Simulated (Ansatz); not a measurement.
**Relaxing random rock-salt alloy of NbC and TiC (64 atoms)**

How does random rock-salt alloy of NbC and TiC (64 atoms) relax, and what do bonds, charges and levels look like afterwards?

Calculated with Ansatz 0.2.0; Kohn-Sham DFT, LDA, PAW (set soft_2), plane waves.

## (1) The starting structure

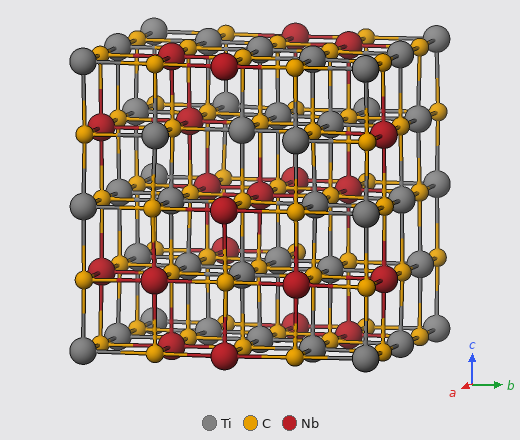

Start, viewed slightly off an axis; titanium grey, carbon orange, niobium red. Some periodic images of atoms are drawn too.

The cell holds 64 atoms: 20 Ti, 32 C and 12 Nb. Its edges and angles: a = 8.762 Å, b = 8.762 Å, c = 8.762 Å, α = 90.0°, β = 90.0°, γ = 90.0°. It derives from NbC (rock-salt) and TiC, repeated 2×2×2. Rock-salt NbC, 2 x 2 x 2 conventional cells, 20 of 32 Nb sites given to Ti at random (x = 0.625), lattice by Vegard's rule (a = 4.381 Å); not relaxed, displaced by a Gaussian of 0.02 Å.

What the set-up can't give: The host structure and its lattice constant were typed by rule, without a check against the phase diagram.

## (2) Cell and atoms relaxed

The cell is relaxed with the atoms, since the starting lattice needn't suit this functional.

The input, input.yaml:

```yaml
crystal:
  lattice:
    - [8.7624, 0.0, 0.0]
    - [0.0, 8.7624, 0.0]
    - [0.0, 0.0, 8.7624]
  atoms:
    - { symbol: Ti, position: [0.00201, 0.99924, 0.00136] }
    - { symbol: C, position: [0.25232, 0.00286, 0.99899] }
    - { symbol: Nb, position: [0.99947, 0.25153, 0.25091] }
    - { symbol: C, position: [0.25249, 0.25116, 0.25304] }
    - { symbol: Ti, position: [0.24843, 0.00364, 0.24896] }
    - { symbol: C, position: [0.00269, 0.00278, 0.24674] }
    - { symbol: Ti, position: [0.24729, 0.25413, 0.99802] }
    - { symbol: C, position: [0.00019, 0.2535, 0.99862] }
    - { symbol: Ti, position: [0.99905, 0.99993, 0.49985] }
    - { symbol: C, position: [0.25245, 0.0022, 0.4977] }
    - { symbol: Ti, position: [0.99943, 0.25383, 0.75143] }
    - { symbol: C, position: [0.25124, 0.25205, 0.75191] }
    - { symbol: Ti, position: [0.2519, 0.99707, 0.75044] }
    - { symbol: C, position: [0.99955, 0.00447, 0.74919] }
    - { symbol: Nb, position: [0.25132, 0.25077, 0.49705] }
    - { symbol: C, position: [0.99952, 0.24398, 0.49992] }
    - { symbol: Nb, position: [0.00311, 0.50025, 0.99631] }
    - { symbol: C, position: [0.25134, 0.499, 0.99663] }
    - { symbol: Nb, position: [0.99519, 0.75293, 0.24904] }
    - { symbol: C, position: [0.24917, 0.74921, 0.25144] }
    - { symbol: Ti, position: [0.2523, 0.50183, 0.24899] }
    - { symbol: C, position: [0.00189, 0.5039, 0.2517] }
    - { symbol: Nb, position: [0.25089, 0.75173, 0.9992] }
    - { symbol: C, position: [0.00202, 0.74946, 0.99928] }
    - { symbol: Nb, position: [0.0042, 0.4987, 0.50005] }
    - { symbol: C, position: [0.24567, 0.49908, 0.49898] }
    - { symbol: Ti, position: [0.00397, 0.75319, 0.74728] }
    - { symbol: C, position: [0.24861, 0.75022, 0.74829] }
    - { symbol: Ti, position: [0.2483, 0.50049, 0.74829] }
    - { symbol: C, position: [0.00466, 0.50145, 0.74439] }
    - { symbol: Nb, position: [0.25009, 0.75053, 0.50083] }
    - { symbol: C, position: [0.99631, 0.75157, 0.50041] }
    - { symbol: Ti, position: [0.50321, 0.99717, 0.9997] }
    - { symbol: C, position: [0.75081, 0.99702, 0.99741] }
    - { symbol: Ti, position: [0.50092, 0.24535, 0.24959] }
    - { symbol: C, position: [0.74708, 0.24812, 0.25008] }
    - { symbol: Nb, position: [0.74712, 0.00107, 0.24906] }
    - { symbol: C, position: [0.4975, 0.00296, 0.2478] }
    - { symbol: Nb, position: [0.75159, 0.24956, 0.99908] }
    - { symbol: C, position: [0.49922, 0.2451, 0.00161] }
    - { symbol: Ti, position: [0.49969, 0.00137, 0.4972] }
    - { symbol: C, position: [0.74891, 0.00272, 0.50029] }
    - { symbol: Nb, position: [0.49855, 0.25025, 0.74978] }
    - { symbol: C, position: [0.74449, 0.25147, 0.75067] }
    - { symbol: Nb, position: [0.75161, 0.0007, 0.74795] }
    - { symbol: C, position: [0.50092, 0.99727, 0.75155] }
    - { symbol: Ti, position: [0.74942, 0.24698, 0.50074] }
    - { symbol: C, position: [0.49981, 0.25288, 0.49831] }
    - { symbol: Ti, position: [0.50259, 0.50027, 0.00279] }
    - { symbol: C, position: [0.74796, 0.50169, 0.00037] }
    - { symbol: Ti, position: [0.50015, 0.74807, 0.25021] }
    - { symbol: C, position: [0.7504, 0.75165, 0.25298] }
    - { symbol: Ti, position: [0.75196, 0.49918, 0.25097] }
    - { symbol: C, position: [0.50396, 0.49543, 0.248] }
    - { symbol: Ti, position: [0.75156, 0.749, 0.00253] }
    - { symbol: C, position: [0.49744, 0.74637, 0.00222] }
    - { symbol: Nb, position: [0.49881, 0.50006, 0.49943] }
    - { symbol: C, position: [0.74934, 0.50038, 0.50424] }
    - { symbol: Ti, position: [0.49667, 0.74876, 0.75088] }
    - { symbol: C, position: [0.75348, 0.74982, 0.75157] }
    - { symbol: Ti, position: [0.75099, 0.49883, 0.75094] }
    - { symbol: C, position: [0.50069, 0.50038, 0.74899] }
    - { symbol: Ti, position: [0.74997, 0.75801, 0.49974] }
    - { symbol: C, position: [0.50022, 0.74923, 0.50382] }
kpoints:
  mp_grid: { grid: [2, 2, 2] }
hamiltonian:
  xc: lda
scf:
  occupations: { method: gaussian, width: 0.025 }
output:
  forces: true
relax:
  f_tol: 0.03
  max_steps: 43
  cell: {}
```

Launch:

```bash
ansatz run input.yaml --threads 4 --pin off --max-ram 8192MiB --backend cpu --events-out ev --progress --plain --runs-dir out
```

Numbers of over 12 decimals in the logs are rounded to 6 here.

Output:

```text
Engine: ansatz 0.2.0, aarch64-unknown-linux-gnu
Pseudopotentials: kind: paw
Pseudopotential: Ti, paw, valence charge 12, recommended cutoff 420 eV (normal), Ti.paw.azcp
Pseudopotential: C, paw, valence charge 4, recommended cutoff 420 eV (normal), C.paw.azcp
Pseudopotential: Nb, paw, valence charge 13, recommended cutoff 420 eV (normal), Nb.paw.azcp
[... 3 lines on functional and potentials left out ...]
Crystal: 64 atoms, lattice volume = 672.774 Å³
Basis set: ecut = 420 eV, 13205 PW (Γ)
Bands: 326, of which v1, the nominal top of the filled ones, is band 262 counted from 1 (261 counted from 0)
Symmetry: 1 space group operations
Space group: P1 (ITA 1), of the structure as read, at distance tolerance 8.8e-5 Å
k-points: 8
[... 10 lines on functional and potentials left out ...]
Initial density: superposition of atomic densities (neutral atoms: chi_scale 0, normalization atom), corrected by the library's trained network
Initial wavefunctions: pseudopotential atomic-orbital guess
Functional: x = slater, c = lda
SCF iter   1: F=—  HF=-110144.973427 eV  |F-HF|=—  |Δ(HF+E_count)|=         —  Δρ=1.07e-2  dr2=9.92e-1  ethr=1.77e-3  ⟨swp⟩=5.0  Hψ=9471  notcnv=0  defer=35
preconditioner: auto → Kerker (q_TF=auto, 2.617 Å⁻¹)  [metal: Δε(μ)=0.008 eV  Ē_g=6.868 eV  σ=0.025 eV  W_gap=0.17  n_scr=202 (ndim 8)  ℏωp=23.4 eV  f_vac=0.000  D(μ)=56.12/eV (n_scr^D=690)]
SCF iter   2: F=—  HF=-110144.824847 eV  |F-HF|=—  |Δ(HF+E_count)|=   1.49e-1  Δρ=4.69e-3  dr2=1.62e-1  ethr=1.89e-4  ⟨swp⟩=2.0  Hψ=3509  notcnv=0  defer=398
SCF iter   3: F=—  HF=-110144.793311 eV  |F-HF|=—  |Δ(HF+E_count)|=   3.15e-2  Δρ=1.15e-3  dr2=9.82e-3  ethr=3.09e-5  ⟨swp⟩=2.0  Hψ=3041  notcnv=0  defer=427
SCF iter   4: F=—  HF=-110144.791920 eV  |F-HF|=—  |Δ(HF+E_count)|=   1.39e-3  Δρ=2.02e-4  dr2=3.48e-4  ethr=1.87e-6  ⟨swp⟩=2.0  Hψ=2997  notcnv=0  defer=427
SCF iter   5: F=—  HF=-110144.791847 eV  |F-HF|=—  |Δ(HF+E_count)|=   7.37e-5  Δρ=3.92e-5  dr2=3.07e-5  ethr=6.65e-8  ⟨swp⟩=2.0  Hψ=3256  notcnv=0  defer=427
SCF iter   6: F=—  HF=-110144.791255 eV  |F-HF|=—  |Δ(HF+E_count)|=   5.91e-4  Δρ=1.13e-5  dr2=2.04e-6  ethr=5.87e-9  ⟨swp⟩=2.0  Hψ=3055  notcnv=0  defer=427
SCF iter   7: F=—  HF=-110144.791255 eV  |F-HF|=—  |Δ(HF+E_count)|=   3.18e-7  Δρ=2.78e-6  dr2=1.10e-7  ethr=3.89e-10  ⟨swp⟩=2.0  Hψ=2997  notcnv=0  defer=427
SCF iter   8: F=-110144.791255 eV  HF=-110144.791255 eV  |F-HF|=3.09e-9  |Δ(HF+E_count)|=   1.39e-8  Δρ=7.22e-7  dr2=4.65e-9  ethr=1.91e-11  ⟨swp⟩=3.0  Hψ=6821  notcnv=0
SCF 1 converged in 8 iterations: F = -110144.791255 eV  dr2 = 4.65e-9
  greatest PAW one-centre occupation: 0.999 electrons in one spin orbital (limit 2), on the Ti atom at site 34 (counted from 0), in its partial waves of l = 0
relax step   1: F+E_penalty+E_count = -110144.79125501 eV  Δ(F+E_penalty+E_count) = +0.000e0 eV  max|allowed force component| = 1.127e0 eV/Å  Δτ_max = 0.0000 Å  P = -9.161 GPa  Ω = 672.774 Å³  (8 SCF iters, dr2 threshold 1.00e-7 eV, accepted)
[... from here on, the SCF cycles and remarks between the steps are left out ...]
relax step   2: F+E_penalty+E_count = -110146.06636516 eV  Δ(F+E_penalty+E_count) = -1.275e0 eV  max|allowed force component| = 6.801e-1 eV/Å  Δτ_max = 0.0806 Å  P = +1.535 GPa  Ω = 646.720 Å³  energy of the carried Pulay correction = +5.536e-2 eV  (7 SCF iters, dr2 threshold 6.40e-6 eV, accepted)
relax step   3: F+E_penalty+E_count = -110146.34872104 eV  Δ(F+E_penalty+E_count) = -2.824e-1 eV  max|allowed force component| = 2.185e-1 eV/Å  Δτ_max = 0.0542 Å  P = -0.205 GPa  Ω = 649.710 Å³  energy of the carried Pulay correction = +4.890e-2 eV  (6 SCF iters, dr2 threshold 6.40e-6 eV, accepted)
relax step   4: F+E_penalty+E_count = -110146.37534534 eV  Δ(F+E_penalty+E_count) = -2.662e-2 eV  max|allowed force component| = 1.730e-1 eV/Å  Δτ_max = 0.0275 Å  P = +0.031 GPa  Ω = 649.484 Å³  energy of the carried Pulay correction = +4.939e-2 eV  (6 SCF iters, dr2 threshold 2.98e-6 eV, accepted)
relax step   5: F+E_penalty+E_count = -110146.38820553 eV  Δ(F+E_penalty+E_count) = -1.286e-2 eV  max|allowed force component| = 1.149e-1 eV/Å  Δτ_max = 0.0183 Å  P = -0.023 GPa  Ω = 649.553 Å³  energy of the carried Pulay correction = +4.924e-2 eV  (6 SCF iters, dr2 threshold 1.87e-6 eV, accepted)
relax step   6: F+E_penalty+E_count = -110146.39107581 eV  Δ(F+E_penalty+E_count) = -2.870e-3 eV  max|allowed force component| = 1.152e-1 eV/Å  Δτ_max = 0.0178 Å  P = +0.018 GPa  Ω = 649.436 Å³  energy of the carried Pulay correction = +4.949e-2 eV  (6 SCF iters, dr2 threshold 8.25e-7 eV, accepted)
relax step   7: F+E_penalty+E_count = -110146.39468928 eV  Δ(F+E_penalty+E_count) = -3.613e-3 eV  max|allowed force component| = 4.032e-2 eV/Å  Δτ_max = 0.0087 Å  P = +0.035 GPa  Ω = 649.423 Å³  energy of the carried Pulay correction = +4.952e-2 eV  (6 SCF iters, dr2 threshold 8.29e-7 eV, accepted)
relax step   8: F+E_penalty+E_count = -110146.39499414 eV  Δ(F+E_penalty+E_count) = -3.049e-4 eV  max|allowed force component| = 5.212e-2 eV/Å  Δτ_max = 0.0067 Å  P = +0.007 GPa  Ω = 649.483 Å³  energy of the carried Pulay correction = +4.939e-2 eV  (6 SCF iters, dr2 threshold 1.02e-7 eV, accepted)
relax step   9: F+E_penalty+E_count = -110146.39574037 eV  Δ(F+E_penalty+E_count) = -7.462e-4 eV  max|allowed force component| = 1.704e-2 eV/Å  Δτ_max = 0.0035 Å  P = -0.026 GPa  Ω = 649.556 Å³  energy of the carried Pulay correction = +4.923e-2 eV  (6 SCF iters, dr2 threshold 1.70e-7 eV, accepted)
relax step  10: F+E_penalty+E_count = -110146.35049071 eV  Δ(F+E_penalty+E_count) = +4.525e-2 eV  max|allowed force component| = 1.704e-2 eV/Å  Δτ_max = 0.0000 Å  P = -0.128 GPa  Ω = 649.556 Å³  stress off target by 1.42e-1 GPa  SCF on the basis re-selected at this cell (its energy is not comparable with the rows above)  (6 SCF iters)
relax step  11: F+E_penalty+E_count = -110146.35189376 eV  Δ(F+E_penalty+E_count) = -1.403e-3 eV  max|allowed force component| = 1.539e-2 eV/Å  Δτ_max = 0.0017 Å  P = +0.144 GPa  Ω = 648.977 Å³  energy of the carried Pulay correction = +1.243e-3 eV  (6 SCF iters, dr2 threshold 5.05e-8 eV, accepted)
relax step  12: F+E_penalty+E_count = -110146.35146488 eV  Δ(F+E_penalty+E_count) = +4.289e-4 eV  max|allowed force component| = 1.657e-2 eV/Å  Δτ_max = 0.0035 Å  P = +0.001 GPa  Ω = 649.288 Å³  energy of the carried Pulay correction = +5.752e-4 eV  (6 SCF iters, dr2 threshold 6.33e-8 eV, accepted)
relax step  13: F+E_penalty+E_count = -110146.35135530 eV  Δ(F+E_penalty+E_count) = +1.096e-4 eV  max|allowed force component| = 1.656e-2 eV/Å  Δτ_max = 0.0000 Å  P = +0.000 GPa  Ω = 649.288 Å³  stress off target by 4.98e-2 GPa  SCF on the basis re-selected at this cell (its energy is not comparable with the rows above)  (8 SCF iters)
basis re-selected at this cell: Δ(F+E_penalty+E_count) = +1.096e-4 eV, ΔP = -0.001 GPa vs the last step (what re-selecting the basis moved, of the pressure what is left beyond the Pulay correction that the steps carried, after the strain that the cell walked since its last selection, [...]
SCF converged after 8 iterations
Free energy (F): -110146.351355 eV
Harris-Foulkes:  -110146.351355 eV  (|F-HF|=2.91e-11)
Internal energy: -110146.343248 eV  (E = F + TS)
E sigma→0 (E₀):  -110146.347302 eV
Entropy (-TS):   -0.008107 eV (-0.127 meV/atom)
Fermi energy:    17.129040 eV
--- Per-component energies (eV) ---
  E_band       = -2308.583392
  E_kinetic    = 13146.065407
  E_local      = -23381.079845  (includes V_loc(G=0)·N_el)
  E_nonlocal   = 2540.398884
  E_hartree    = 8663.593192
  E_xc         = -5635.536302
  E_vxc        = -6990.353309  (∫ρ·V_xc dr)
  E_paw        = -58457.979629  (= ΣΔE_a)
  E_vpaw       = -4950.803515  (= ΣTr[D̂ρ^β])
  E_aug_tail   = 0.002605  (compensation charges beyond the density's cutoff)
  E_ewald      = -47035.445539
  E_core_change = 13.637979  (= ΣΔE_core)
  E_smearing   = -0.008107  (= −TS)
  E_closure    = -0.000000  (closes the sum)
  Σ components = -110146.351355   (vs F -110146.351355, Δ=0.00e0)
--- Forces (eV/Å), atoms counted from 1 ---
  atom   1  Ti     0.00934152     0.00244191     0.00093321
  atom   2  C      0.00126239    -0.00623171     0.00245215
  atom   3  Nb     0.00963654     0.00025390     0.00463028
  atom   4  C     -0.00095160     0.00322269    -0.00543668
  atom   5  Ti    -0.00809552    -0.00383384     0.00552028
  atom   6  C      0.00131620     0.00417461    -0.00371697
  atom   7  Ti     0.00735686    -0.01656393    -0.00479719
  atom   8  C     -0.00723254     0.00377828     0.00527248
  atom   9  Ti     0.01050043    -0.00026778    -0.00663518
  atom  10  C      0.00064206    -0.00381211     0.00182487
  atom  11  Ti     0.00541399    -0.00049282    -0.00484005
  atom  12  C     -0.00147539     0.00656454     0.00324254
  atom  13  Ti    -0.00634327    -0.00466824    -0.00195961
  atom  14  C     -0.00461125     0.00237268     0.00086034
[...]
atom  63  Ti    -0.00292269     0.01446136    -0.00169352
  atom  64  C      0.00568634     0.00148689    -0.00358986
  max |Σ_I F_I| component: 5.65e-6 eV/Å
--- Stress (GPa, compression-positive) ---
        0.015755      -0.000006      -0.007851
       -0.000006       0.033207       0.008214
       -0.007851       0.008214      -0.048067
  P = ⅓ Tr σ = 0.0003 GPa (0.003 kbar)
--- Relaxed structure (11 steps of the walk, 11 accepted, 2 SCFs on fresh bases) ---
  F+E_penalty+E_count = -110146.35135530 eV   max|allowed force component| = 1.656e-2 eV/Å   (the final SCF, on the basis selected at the relaxed cell)
  cell:  # Å, volume = 649.2884 Å³
    - [8.658590, 0.000543285, 0.000883852]
    - [0.000543285, 8.661033, -0.000717831]
    - [0.000883852, -0.000717831, 8.658064]
  atoms:
    - { symbol: Ti, position: [0.00173404, 0.998075, -0.00304673] }
    - { symbol: C, position: [0.249926, 0.00306042, 1.000224] }
    - { symbol: Nb, position: [1.001826, 0.248703, 0.249416] }
    - { symbol: C, position: [0.252180, 0.252072, 0.248023] }
[...]
- { symbol: C, position: [0.504243, 0.753954, 0.499516] }
```

Wall time 16 min (4 threads of Arm Neoverse N1, shared host); peak memory 5 GiB; 60 min of CPU time.

Step by step:

| step | energy less that of the first step (eV) | largest force component (eV/Å) | pressure (GPa) | volume (Å³) |
| --- | --- | --- | --- | --- |
| 1 | 0.0000 | 1.1275 | -9.16 | 672.77 |
| 2 | -1.2751 | 0.6801 | 1.54 | 646.72 |
| 3 | -1.5575 | 0.2185 | -0.21 | 649.71 |
| 4 | -1.5841 | 0.1730 | 0.03 | 649.48 |
| 5 | -1.5970 | 0.1149 | -0.02 | 649.55 |
| 6 | -1.5998 | 0.1152 | 0.02 | 649.44 |
| 7 | -1.6034 | 0.0403 | 0.04 | 649.42 |
| 8 | -1.6037 | 0.0521 | 0.01 | 649.48 |
| 9 | -1.6045 | 0.0170 | -0.03 | 649.56 |
| 10* | -1.5592 | 0.0170 | -0.13 | 649.56 |
| 11 | -1.5606 | 0.0154 | 0.14 | 648.98 |
| 12 | -1.5602 | 0.0166 | 0.00 | 649.29 |
| 13* | -1.5601 | 0.0166 | 0.00 | 649.29 |

Relaxation steps marked * repeat the geometry before them on a plane-wave basis chosen anew for their cell, so energy and pressure can jump there.

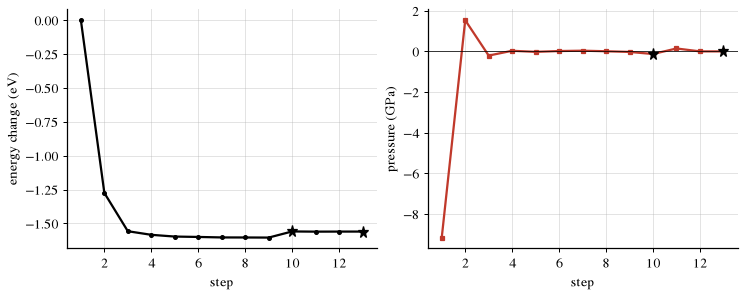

Energy and pressure along the relaxation. Stars mark steps on a basis chosen anew.

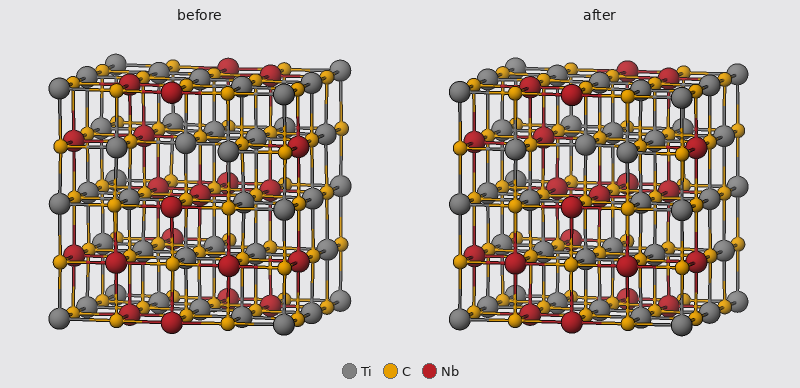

The structure before and after the relaxation, drawn at the same scale.

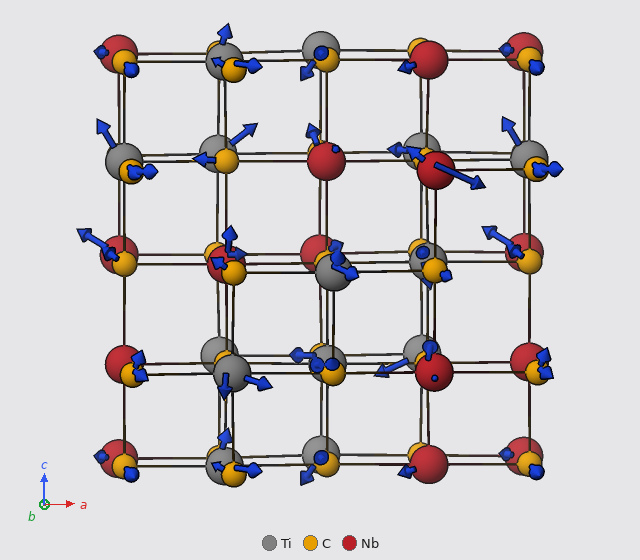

Displacements in the relaxation, exaggerated, measured against the changing cell; the longest in the cell stands for 0.09 Å. Drawn is a slice 4 Å thick, seen along the normal of the ac plane.

| cell as run | before | after | change |
| --- | --- | --- | --- |
| a (Å) | 8.762 | 8.659 | -1.2 % |
| b (Å) | 8.762 | 8.661 | -1.2 % |
| c (Å) | 8.762 | 8.658 | -1.2 % |
| β (°) | 90.00 | 89.99 | -0.0 % |
| volume (Å³/atom) | 10.51 | 10.15 | -3.5 % |

The atoms that moved most (Å, as changes of fractional coordinates times the final cell):

| atom | dx | dy | dz | length |
| --- | --- | --- | --- | --- |
| C44 | 0.080 | 0.023 | -0.038 | 0.092 |
| C56 | 0.053 | 0.045 | -0.023 | 0.073 |
| Ti63 | -0.015 | -0.062 | 0.027 | 0.069 |
| C24 | -0.045 | 0.043 | -0.021 | 0.066 |
| C64 | 0.035 | 0.041 | -0.037 | 0.065 |
| C48 | 0.036 | -0.052 | -0.013 | 0.065 |
| Nb25 | -0.045 | 0.031 | 0.026 | 0.060 |
| Ti53 | -0.052 | 0.015 | -0.026 | 0.060 |

The relaxation changed the energy by -24.4 meV/atom, and atoms moved by 0.044 Å r.m.s., 0.092 Å at most.

(Part 1 of 2 ends here.)

[Logs are printed without paths, hosts, clocks, repeated set-up lines and the standing remarks that a program may print on its own settings, such as how far it seeks lower states.]

[Hosts, paths, dates, database ids (printed as entryN), source tags and the programs' standing remarks are cut or masked in the printed files.]
